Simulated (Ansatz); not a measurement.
# BHO2: a spread of methods and bases

How do the results and run time of BHO2 respond when the settings are drawn wide?

Program: Ansatz 0.2.0, Gaussian basis. Level of theory: the settings change from run to run. These are calculated values, not measurements.

### 1 The relaxed structure

The geometry comes from an earlier relaxation with PBE0-D4 in a triple-zeta def2 set; it is a stationary point.

4 atoms, charge 0, spin multiplicity 1.

Atoms are counted from 1 here; the program's logs count them from 0.

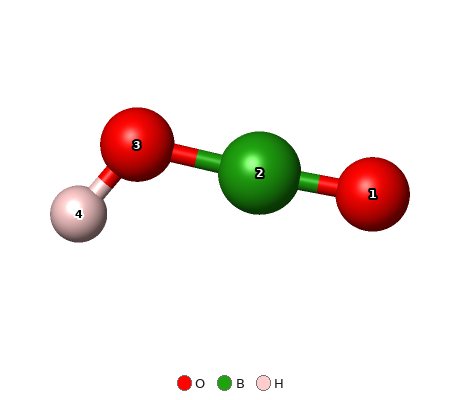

The geometry (oxygen red, boron green, hydrogen pink); atoms are numbered from 1 in the order of the file.

### 2 revPBE/def2-TZVP

Input file in.yaml:

```yaml
crystal:
  periodic: [false, false, false]
  atoms:
    - {symbol: O, position_ang: [-1.555103, 0.523537, 0.428537]}
    - {symbol: B, position_ang: [-0.423913, 0.132023, 0.248564]}
    - {symbol: O, position_ang: [0.816729, -0.302029, 0.108558]}
    - {symbol: H, position_ang: [1.162287, -0.353531, -0.785659]}
basis:
  gaussian: {orbitals: def2-TZVP}
hamiltonian: {xc: {name: revPBE}}
output: {forces: true}
```

Started as:

```console
ansatz run in.yaml --threads 2 --pin off --events-out ev --progress --plain --max-ram 32768MiB --backend cpu
```

The program printed:

```text
Functional definition: revPBE
  name "revPBE"
  cite "Zhang & Yang, Phys. Rev. Lett. 80, 890 (1998) doi:10.1103/PhysRevLett.80.890"
  cite "Perdew, Burke & Ernzerhof, Phys. Rev. Lett. 77, 3865 (1996) doi:10.1103/PhysRevLett.77.3865"
  parameter kappa = 1.245
  parameter beta = 0.06672455060314922
  exchange = pbe_x(kappa = kappa, mu = beta*pi^2/3)
  correlation = pbe_c(beta = beta)
515 factors; their error is unknown
mean field evaluation 1: about -4779.4117 eV, gradient 7.9e1 eV
mean field evaluation 2: about -4727.7272 eV, gradient 1.7e2 eV
mean field evaluation 4: about -4789.0907 eV, gradient 1.4e1 eV
mean field evaluation 8: about -4789.3763 eV, gradient 2.0e-1 eV
mean field evaluation 16: about -4789.3727 eV, gradient 6.7e-5 eV
mean field -4789.37274433 eV, -176.0062020007 hartree, gradient 6.7e-5 eV, S^2 0.000000; 0 other end points of the search recorded, 0 dependent functions left out
the calculation of the forces begins
reference -4789.37278652 eV, -176.0062035510 hartree; 11, 11 occupied and 88, 88 virtual orbitals, 515 factors
Total energy: -4789.37278652 eV, -176.0062035510 hartree
Atom 0 at    -1.555103     0.523537     0.428537 Å, force    -1.329198     0.457526     0.242529 eV/Å
Atom 1 at    -0.423913     0.132023     0.248564 Å, force     0.551538    -0.183290    -0.181432 eV/Å
Atom 2 at     0.816729    -0.302029     0.108558 Å, force     0.591720    -0.246043     0.414149 eV/Å
Atom 3 at     1.162287    -0.353531    -0.785659 Å, force     0.185940    -0.028193    -0.475246 eV/Å
Dipole moment:     0.631214    -0.193534    -0.407710 e Å
```

Run time: 1.6 s. Hardware: 2 threads, shared host.

Largest force 1.427 eV/Å, dipole 3.73 D.

### 3 PBE0/ANO-RCC-VTZP

Options: atoms shaken by 0.08 Å, D3(BJ) dispersion.

Input file in.yaml:

```yaml
crystal:
  periodic: [false, false, false]
  atoms:
    - {symbol: O, position_ang: [-1.648194, 0.491946, 0.493423]}
    - {symbol: B, position_ang: [-0.446521, 0.057748, 0.246023]}
    - {symbol: O, position_ang: [0.845619, -0.362476, 0.067960]}
    - {symbol: H, position_ang: [1.263460, -0.221899, -0.763188]}
basis:
  gaussian: {orbitals: ANO-RCC-VTZP}
hamiltonian: {xc: {name: PBE0}, dispersion: d3bj}
```

The command is unchanged.

The program printed:

```text
Functional definition: PBE0
  name "PBE0"
  cite "Adamo & Barone, J. Chem. Phys. 110, 6158 (1999) doi:10.1063/1.478522"
  cite "Perdew, Burke & Ernzerhof, Phys. Rev. Lett. 77, 3865 (1996) doi:10.1103/PhysRevLett.77.3865"
  parent pbe
  parameter a = 0.25
  parameter kappa = 0.804
  parameter beta = 0.06672455060314922
  exchange = (1 - a)*pbe_x(kappa = kappa, mu = beta*pi^2/3) + a*exact_x
  correlation = pbe_c(beta = beta)
751 factors; their error is unknown
mean field evaluation 1: about -4780.7568 eV, gradient 6.8e1 eV
mean field evaluation 2: about -4751.6311 eV, gradient 1.4e2 eV
mean field evaluation 4: about -4788.3028 eV, gradient 7.2e0 eV
mean field evaluation 8: about -4788.3961 eV, gradient 2.0e-1 eV
mean field -4788.39617771 eV, -175.9703138395 hartree, gradient 2.8e-5 eV, S^2 0.000000; 0 other end points of the search recorded, 0 dependent functions left out
reference -4788.39621735 eV, -175.9703152960 hartree; 11, 11 occupied and 93, 93 virtual orbitals, 751 factors
Total energy: -4788.42761816 eV, -175.9714692547 hartree
Relativity: scalar
```

Wall time 2 s (2 threads, shared host).

### 4 wB97X-V/6-31G*

This run has finite nuclei.

Input file in.yaml:

```yaml
crystal:
  periodic: [false, false, false]
  atoms:
    - {symbol: O, position_ang: [-1.555103, 0.523537, 0.428537]}
    - {symbol: B, position_ang: [-0.423913, 0.132023, 0.248564]}
    - {symbol: O, position_ang: [0.816729, -0.302029, 0.108558]}
    - {symbol: H, position_ang: [1.162287, -0.353531, -0.785659]}
basis:
  gaussian: {orbitals: "6-31G*", nuclear_model: gaussian}
hamiltonian: {xc: {name: wB97X-V}}
output: {forces: true}
```

Same command.

The program printed:

```text
Functional definition: wB97X-V
  name "wB97X-V"
  cite "Mardirossian & Head-Gordon, Phys. Chem. Chem. Phys. 16, 9904 (2014) doi:10.1039/C3CP54374A"
  cite "Becke, J. Chem. Phys. 107, 8554 (1997) doi:10.1063/1.475007"
  cite "Vydrov & Van Voorhis, J. Chem. Phys. 133, 244103 (2010) doi:10.1063/1.3521275"
  parameter omega = 0.3/bohr
  parameter cx = 0.167
  parameter cx1 = 0.603
  parameter cx2 = 1.194
  parameter css0 = 0.556
  parameter css1 = -0.257
  parameter cos0 = 1.219
  parameter cos1 = -1.850
  parameter b = 6.0
  parameter c = 0.01
  exchange = spin_sum(e_x_unif_sr(omega)*poly(b97_u_x, 1 - cx, cx1, cx2)) + cx*exact_x_sr(omega) + exact_x_lr(omega)
  correlation = spin_sum(e_c_pw_same_spin*poly(b97_u_same, css0, css1))
      + integral(e_c_pw_opposite_spin*poly(b97_u_opposite, cos0, cos1)) + vv10(b, c)
424 factors; integrals over basis functions are off by at most 1.0e-3 eV
110 factors; integrals over basis functions are off by at most 2.3e-5 eV
mean field evaluation 1: about -4781.1156 eV, gradient 5.5e1 eV
mean field evaluation 2: about -4778.2397 eV, gradient 7.1e1 eV
mean field evaluation 4: about -4786.7917 eV, gradient 2.7e0 eV
mean field evaluation 8: about -4786.8054 eV, gradient 9.2e-2 eV
mean field evaluation 16: about -4786.8055 eV, gradient 6.1e-5 eV
mean field -4786.80546929 eV, -175.9118563830 hartree, gradient 6.1e-5 eV, S^2 0.000000; 0 other end points of the search recorded, 0 dependent functions left out
the calculation of the forces begins
reference -4786.80546847 eV, -175.9118563530 hartree; 11, 11 occupied and 36, 36 virtual orbitals, 424 factors
Total energy: -4786.80546847 eV, -175.9118563530 hartree
Atom 0 at    -1.555103     0.523537     0.428537 Å, force    -0.471099     0.163602     0.068162 eV/Å
Atom 1 at    -0.423913     0.132023     0.248564 Å, force     0.058385    -0.016533    -0.054568 eV/Å
Atom 2 at     0.816729    -0.302029     0.108558 Å, force     0.362290    -0.150966     0.257533 eV/Å
Atom 3 at     1.162287    -0.353531    -0.785659 Å, force     0.050424     0.003897    -0.271126 eV/Å
Dipole moment:     0.624103    -0.188295    -0.440819 e Å
```

Run time: 2.8 s. Hardware: 2 threads, shared host.

Largest force 0.503 eV/Å, dipole 3.78 D.

### 5 B2PLYP/def2-TZVPD

This run has multiplicity 3, the search for lower states set to off.

Changes to in.yaml since step 4:

```diff
@@ -8,4 +8,5 @@
 basis:
-  gaussian: {orbitals: "6-31G*", nuclear_model: gaussian}
-hamiltonian: {xc: {name: wB97X-V}}
-output: {forces: true}
+  gaussian: {orbitals: def2-TZVPD}
+magnetization: {spin_polarized: true, initial_magnetization: 2}
+hamiltonian: {xc: {name: B2PLYP}}
+scf: {lower_state_search: off}
```

Same command.

The program printed:

```text
Functional definition: B2PLYP
  name "B2PLYP"
  cite "Grimme, J. Chem. Phys. 124, 034108 (2006) doi:10.1063/1.2148954"
  cite "Becke, Phys. Rev. A 38, 3098 (1988) doi:10.1103/PhysRevA.38.3098"
  cite "Lee, Yang & Parr, Phys. Rev. B 37, 785 (1988) doi:10.1103/PhysRevB.37.785"
  parameter a = 0.53
  parameter c = 0.27
  exchange = (1 - a)*b88_x + a*exact_x
  correlation = (1 - c)*lyp_c + c*(mp2_os + mp2_ss)
these checks for a lower state are left out or cut short: stability, starts, cluster_reference, orbital_swaps, neighbouring_geometries, increment
807 factors; integrals over basis functions are off by at most 1.3e-3 eV
mean field evaluation 1: about -4772.6127 eV, gradient 2.8e1 eV
mean field evaluation 2: about -4772.6650 eV, gradient 2.8e1 eV
mean field evaluation 4: about -4775.7983 eV, gradient 3.1e0 eV
mean field evaluation 8: about -4775.9292 eV, gradient 8.4e-1 eV
mean field evaluation 16: about -4775.9834 eV, gradient 3.0e-2 eV
mean field evaluation 32: about -4775.9835 eV, gradient 4.4e-6 eV
mean field -4775.98345554 eV, -175.5141547131 hartree, gradient 4.4e-6 eV, S^2 2.011465; 0 other end points of the search recorded, 0 dependent functions left out
3 core orbitals not correlated: weight in the atoms' cores, before any rotation towards them, 1.000 or more for the frozen orbitals, at most 0.000 for the correlated occupied ones
reference -4775.98357793 eV, -175.5141592110 hartree; 9, 7 occupied and 114, 116 virtual orbitals, 807 factors
second order -17.05971620 eV of doubles, -0.00000000 eV of singles
Total energy: -4780.58970130 eV, -175.6834311228 hartree
Checks for a lower state left out: stability, starts, cluster_reference, orbital_swaps, neighbouring_geometries, increment
```

It took 5 s on 2 threads, shared host.

⟨S²⟩ 2.011.

### 6 BLYP/def2-SVP

Set apart from the defaults: relativity set to scalar.

Changes to in.yaml since step 5:

```diff
@@ -8,5 +8,3 @@
 basis:
-  gaussian: {orbitals: def2-TZVPD}
-magnetization: {spin_polarized: true, initial_magnetization: 2}
-hamiltonian: {xc: {name: B2PLYP}}
-scf: {lower_state_search: off}
+  gaussian: {orbitals: def2-SVP}
+hamiltonian: {xc: {name: BLYP}, pseudopotentials: {relativity: scalar}}
```

Launched as before.

The program printed:

```text
Functional definition: BLYP
  name "BLYP"
  cite "Becke, Phys. Rev. A 38, 3098 (1988) doi:10.1103/PhysRevA.38.3098"
  cite "Lee, Yang & Parr, Phys. Rev. B 37, 785 (1988) doi:10.1103/PhysRevB.37.785"
  parameter beta = 0.0042
  parameter a = 0.04918
  parameter b = 0.132
  parameter c = 0.2533
  parameter d = 0.349
  exchange = b88_x(beta = beta)
  correlation = lyp_c(a = a, b = b, c = c, d = d)
498 factors; their error is unknown
mean field evaluation 1: about -4777.6568 eV, gradient 7.4e1 eV
mean field evaluation 2: about -4725.1950 eV, gradient 1.7e2 eV
mean field evaluation 4: about -4787.0482 eV, gradient 1.1e1 eV
mean field evaluation 8: about -4787.2602 eV, gradient 1.2e-1 eV
mean field evaluation 16: about -4787.2460 eV, gradient 3.2e-5 eV
mean field -4787.24599821 eV, -175.9280455222 hartree, gradient 3.2e-5 eV, S^2 0.000000; 0 other end points of the search recorded, 0 dependent functions left out
reference -4787.24622294 eV, -175.9280537812 hartree; 11, 11 occupied and 36, 36 virtual orbitals, 498 factors
Total energy: -4787.24622294 eV, -175.9280537812 hartree
Relativity: scalar
```

Wall time 1.4 s (2 threads, shared host).

### 7 B3LYP/def2-TZVPP

Options: atoms shaken by 0.03 Å, density fitting with def2-universal-jkfit, a grid of angular degree 47, D4 dispersion, relativity set to none.

Input file in.yaml:

```yaml
crystal:
  periodic: [false, false, false]
  atoms:
    - {symbol: O, position_ang: [-1.550226, 0.518370, 0.444087]}
    - {symbol: B, position_ang: [-0.484417, 0.191396, 0.250225]}
    - {symbol: O, position_ang: [0.836528, -0.263041, 0.142749]}
    - {symbol: H, position_ang: [1.169563, -0.306060, -0.786547]}
basis:
  gaussian: {orbitals: def2-TZVPP, fitting: {mean_field: def2-universal-jkfit}, final_grid: {core_spheres: 20, valence_spheres: 16, degree: 47}}
hamiltonian: {xc: {name: B3LYP}, dispersion: d4, pseudopotentials: {relativity: none}}
```

Launched as before.

The program printed:

```text
Functional definition: B3LYP
  name "B3LYP"
  cite "Stephens, Devlin, Chabalowski & Frisch, J. Phys. Chem. 98, 11623 (1994) doi:10.1021/j100096a001"
  cite "Becke, Phys. Rev. A 38, 3098 (1988) doi:10.1103/PhysRevA.38.3098"
  cite "Lee, Yang & Parr, Phys. Rev. B 37, 785 (1988) doi:10.1103/PhysRevB.37.785"
  cite "Vosko, Wilk & Nusair, Can. J. Phys. 58, 1200 (1980) doi:10.1139/p80-159"
  parameter a0 = 0.2
  parameter ax = 0.72
  parameter ac = 0.81
  exchange = (1 - a0 - ax)*slater_x + ax*b88_x + a0*exact_x
  correlation = (1 - ac)*vwn_rpa_c + ac*lyp_c
247 factors; integrals over basis functions are off by at most 8.9e-1 eV
mean field evaluation 1: about -4781.8439 eV, gradient 7.5e1 eV
mean field evaluation 2: about -4759.3938 eV, gradient 1.3e2 eV
mean field evaluation 4: about -4790.5048 eV, gradient 9.8e0 eV
mean field evaluation 8: about -4790.6490 eV, gradient 4.7e-2 eV
mean field -4790.64902909 eV, -176.0531046006 hartree, gradient 4.2e-5 eV, S^2 0.000000; 0 other end points of the search recorded, 0 dependent functions left out
reference -4790.64922129 eV, -176.0531116638 hartree; 11, 11 occupied and 96, 96 virtual orbitals, 247 factors
Total energy: -4790.71108025 eV, -176.0553849385 hartree
```

Wall time 1.5 s (2 threads, shared host).

### 8 PBEsol/def2-SVP

Options: multiplicity 3, D4 dispersion.

Input file in.yaml:

```yaml
crystal:
  periodic: [false, false, false]
  atoms:
    - {symbol: O, position_ang: [-1.555103, 0.523537, 0.428537]}
    - {symbol: B, position_ang: [-0.423913, 0.132023, 0.248564]}
    - {symbol: O, position_ang: [0.816729, -0.302029, 0.108558]}
    - {symbol: H, position_ang: [1.162287, -0.353531, -0.785659]}
basis:
  gaussian: {orbitals: def2-SVP}
magnetization: {spin_polarized: true, initial_magnetization: 2}
hamiltonian: {xc: {name: PBEsol}, dispersion: d4}
```

Launched as before.

The program printed:

```text
Functional definition: PBEsol
  name "PBEsol"
  cite "Perdew et al., Phys. Rev. Lett. 100, 136406 (2008) doi:10.1103/PhysRevLett.100.136406"
  cite "Perdew, Burke & Ernzerhof, Phys. Rev. Lett. 77, 3865 (1996) doi:10.1103/PhysRevLett.77.3865"
  parent pbesol
  exchange = pbesol_x
  correlation = pbesol_c
498 factors; their error is unknown
mean field evaluation 1: about -4750.6270 eV, gradient 3.3e1 eV
mean field evaluation 2: about -4732.8951 eV, gradient 6.9e1 eV
mean field evaluation 4: about -4752.4190 eV, gradient 2.4e1 eV
mean field evaluation 8: about -4755.8256 eV, gradient 5.6e-1 eV
mean field evaluation 16: about -4755.8145 eV, gradient 1.9e-3 eV
mean field evaluation 32: about -4754.5479 eV, gradient 8.0e0 eV
mean field evaluation 64: about -4754.8417 eV, gradient 9.6e-1 eV
mean field evaluation 96: about -4755.1553 eV, gradient 5.8e-1 eV
mean field -4755.81445792 eV, -174.7729577219 hartree, gradient 1.9e-5 eV, S^2 2.003159; 9 other end points of the search recorded, 0 dependent functions left out
reference -4755.81448941 eV, -174.7729588789 hartree; 12, 10 occupied and 35, 37 virtual orbitals, 498 factors
Total energy: -4755.82586649 eV, -174.7733769789 hartree
```

Run time: 5.5 s. Hardware: 2 threads, shared host.

⟨S²⟩ 2.003.

### 9 rPW86-PBE/cc-pVTZ-DK

Changes to in.yaml since step 8:

```diff
@@ -8,4 +8,4 @@
 basis:
-  gaussian: {orbitals: def2-SVP}
-magnetization: {spin_polarized: true, initial_magnetization: 2}
-hamiltonian: {xc: {name: PBEsol}, dispersion: d4}
+  gaussian: {orbitals: cc-pVTZ-DK}
+hamiltonian: {xc: {name: rPW86-PBE}}
+output: {forces: true}
```

Launched as before.

The program printed:

```text
Functional definition: rPW86-PBE
  name "rPW86-PBE"
  cite "Murray, Lee & Langreth, J. Chem. Theory Comput. 5, 2754 (2009) doi:10.1021/ct900365q"
  cite "Perdew, Burke & Ernzerhof, Phys. Rev. Lett. 77, 3865 (1996) doi:10.1103/PhysRevLett.77.3865"
  parent pbe
  exchange = rpw86_x
  correlation = pbe_c
607 factors; their error is unknown
mean field evaluation 1: about -4792.1848 eV, gradient 8.4e1 eV
mean field evaluation 2: about -4737.3639 eV, gradient 1.8e2 eV
mean field evaluation 4: about -4802.6202 eV, gradient 1.4e1 eV
mean field evaluation 8: about -4802.9468 eV, gradient 1.8e-1 eV
mean field evaluation 16: about -4802.9299 eV, gradient 2.9e-5 eV
mean field -4802.92990527 eV, -176.5044184759 hartree, gradient 2.9e-5 eV, S^2 0.000000; 0 other end points of the search recorded, 0 dependent functions left out
the calculation of the forces begins
reference -4802.92998463 eV, -176.5044213924 hartree; 11, 11 occupied and 93, 93 virtual orbitals, 607 factors
Total energy: -4802.92998463 eV, -176.5044213924 hartree
Relativity: scalar
Atom 0 at    -1.555103     0.523537     0.428537 Å, force    -1.044195     0.358278     0.204659 eV/Å
Atom 1 at    -0.423913     0.132023     0.248564 Å, force     0.396593    -0.129425    -0.159702 eV/Å
Atom 2 at     0.816729    -0.302029     0.108558 Å, force     0.492686    -0.203724     0.330780 eV/Å
Atom 3 at     1.162287    -0.353531    -0.785659 Å, force     0.154916    -0.025129    -0.375737 eV/Å
Dipole moment:     0.626102    -0.192387    -0.399228 e Å
```

Run time: 2.4 s. Hardware: 2 threads, shared host.

Largest force 1.123 eV/Å, dipole 3.68 D.

### 10 All runs side by side

```
               level  charge  multiplicity  geometry  functions  energy (eV)   time
    revPBE/def2-TZVP       0             1   relaxed         99    -4789.373  1.6 s
   PBE0/ANO-RCC-VTZP       0             1    shaken        104    -4788.428    2 s
      wB97X-V/6-31G*       0             1   relaxed         47    -4786.805  2.8 s
   B2PLYP/def2-TZVPD       0             3   relaxed        126    -4780.590    5 s
       BLYP/def2-SVP       0             1   relaxed         47    -4787.246  1.4 s
    B3LYP/def2-TZVPP       0             1    shaken        107    -4790.711  1.5 s
     PBEsol/def2-SVP       0             3   relaxed         47    -4755.826  5.5 s
rPW86-PBE/cc-pVTZ-DK       0             1   relaxed        104    -4802.930  2.4 s
```

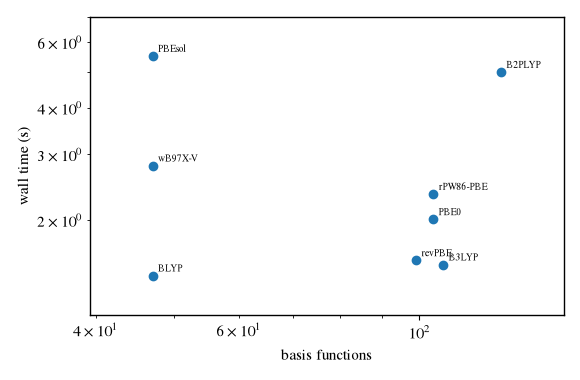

Wall time against the number of basis functions (shared host).

### 11 What came out

| quantity | value |
| --- | --- |
| runs | 8 |
| quickest | BLYP/def2-SVP, 1.4 s |
| slowest | PBEsol/def2-SVP, 5.5 s |
| spread of total energies, same state and geometry | 16.1 eV |
| dipole, same state and geometry | 3.68 to 3.78 D |

PBEsol/def2-SVP took 4 times as long as BLYP/def2-SVP. The jobs differ in tasks and options as well as level. The totals spread over 16 eV; they can't be compared across methods or bases. At the PBE0-D4/def2-TZVP geometry and in the same state, runs without warnings or point charges leave forces up to 1.43 eV/Å (revPBE/def2-TZVP). At that geometry and state the dipole changes by 3 % between the lowest and highest value.
